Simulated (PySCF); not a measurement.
## A study: H2Si, SMILES `[SiH2]`

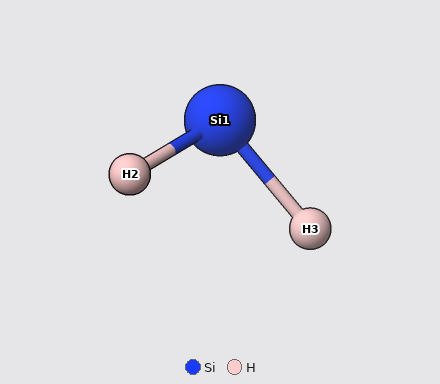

The molecule, with its atoms numbered as below. No frequency check shows the geometry to be a minimum.

Geometry (Å), atoms numbered from 1:

```
Si1     -0.0000   -0.1230    0.0000
H2       1.1126    0.8608    0.0000
H3      -1.1125    0.8609    0.0000
```

## 1. Bonding charge

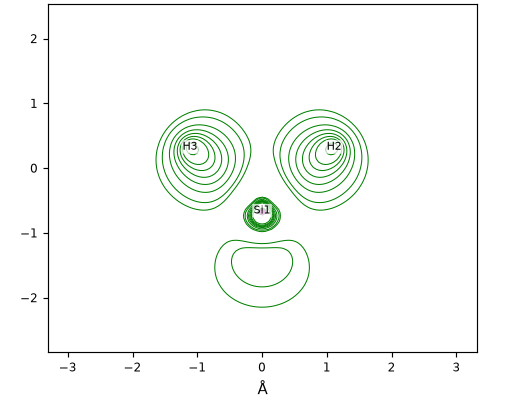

Deformation density (molecule less spherical, spin-averaged free atoms) in the molecular plane; contours at ±0.05 to ±0.8 e/Å³; solid green lines: gain, dashed magenta lines: loss.

PySCF calculation, M06-2X/6-311G**, gas phase; geometry: GFN2-xTB.

Describe the bonding that the map shows.

Answer. Si1–H2 and Si1–H3: +0.21 e/Å³ at the bond critical point (bond length 1.49 Å, Mayer order 0.9). In all, 0.9 electrons gather in the regions of gain relative to the promolecule.

Where do the Hirshfeld charges lie?

Answer. The highest Hirshfeld charge is on Si1 (+0.22 e), the lowest on H2 and H3 (−0.11 e).

| atom | charge (e) |
| --- | --- |
| Si1 | +0.22 |
| H2 | −0.11 |
| H3 | −0.11 |

## 2. Bond critical points

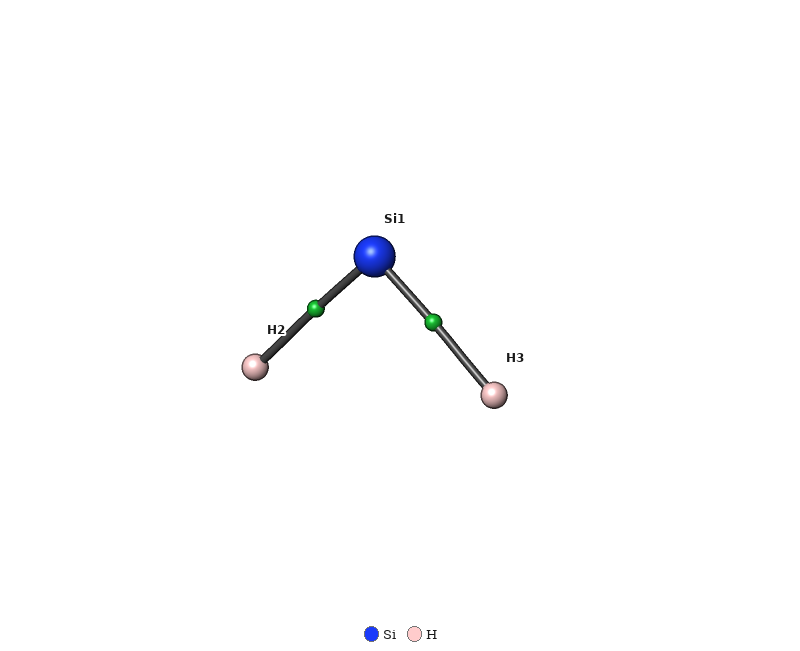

Molecular graph of the electron density (QTAIM): bond paths, bond critical points (green), ring points (magenta, if any); weak paths are dashed.

How many critical points of each kind are there, and does the count close?

Answer. 3 nuclei, 2 bond, 0 ring and 0 cage critical points: 3 − 2 + 0 − 0 = 1, as the Poincaré–Hopf relation requires.

Tabulate density, Laplacian, ellipticity and energy density at the bond critical points (atomic units).

Answer.
| bond | length (Å) | ρ (a.u.) | ∇²ρ (a.u.) | ε | H (a.u.) |
| --- | --- | --- | --- | --- | --- |
| Si1–H2 (2 alike) | 1.485 | 0.119 | +0.23 | 0.16 | −0.075 |

What kind of interaction is Si1–H2?

Answer. Polar or intermediate (positive Laplacian, negative energy density H): ρ = 0.119, ∇²ρ = +0.23, H = −0.075 a.u.

## 3. Local ionisation energy

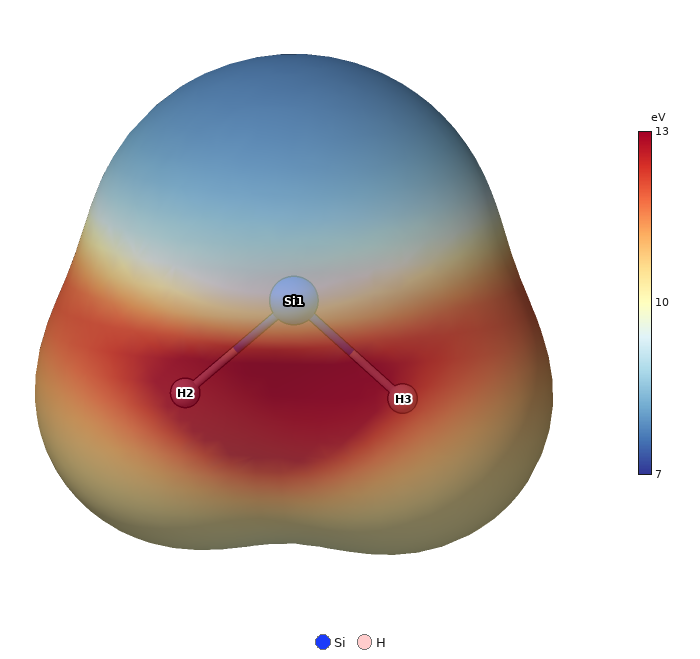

Average local ionisation energy on the surface of electron density 0.001 a.u.

Where are the most loosely bound electrons on this surface?

Answer. The lowest value is 7.7 eV, 2.5 Å from Si1. Further minima include 9.8 eV, near H2 (1.81 Å) and H3 (1.92 Å), over Si1 (2.5 Å). For comparison, the highest occupied orbital lies at −7.5 eV.

What volume does the surface enclose, and what is the dipole moment?

Answer. About 58 Å³; the dipole moment is 0.5 D.

## 4. Excited states

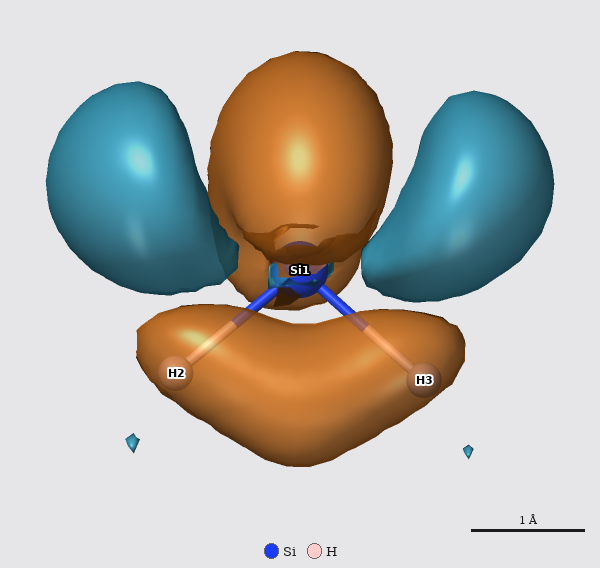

Unrelaxed difference density of S₃ less the ground state (full linear response singlet states), ±0.015 e/Å³; light blue: gain, orange: loss.

Level of theory: PBE0/cc-pVTZ (PySCF), at a geometry from GFN2-xTB. Without diffuse functions Rydberg states are missing, so the states' numbers hold for this basis only.

How does the charge move on excitation?

Answer. 0.50 e is displaced in all, mostly between regions of the same atoms. The state: 7.09 eV (175 nm), f = 0.269 (bright), partly diffuse acceptor orbital, which a basis without diffuse functions describes poorly; the leading pair carries 95 %; hole on Si1 (77 %) and H2 and H3 (11 % each), electron on Si1 (73 %) and H2 and H3 (14 % each) (atom shares of so diffuse an orbital are rough); their centroids lie 0.0 Å apart.

## 5. Localised orbitals

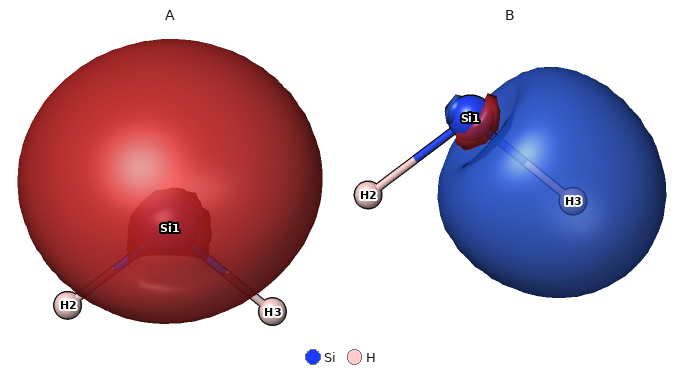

Pipek–Mezey orbitals, occupied; each surface holds about 85 % of the orbital's density. Energies are diagonal elements of the Fock matrix.

Method: BP86/def2-TZVP; geometry: GFN2-xTB; program: PySCF.

What does each orbital represent in a Lewis picture?

Answer. By panel:
- A: lone pair on Si1 (sp0.5-type) (Si1 100 %; −7.7 eV)
- B: σ bond H3–Si1 (H3 54 %, Si1 46 %; −9.6 eV)

How do all the valence pairs divide up?

Answer. 3 pairs: 2 σ bonds and 1 lone pair.

The PySCF runs shown took 3.6 s, 22 s and 2.5 s on 1 thread of AMD EPYC 7R43 64-Core Processor (Zen 3) (shared host).
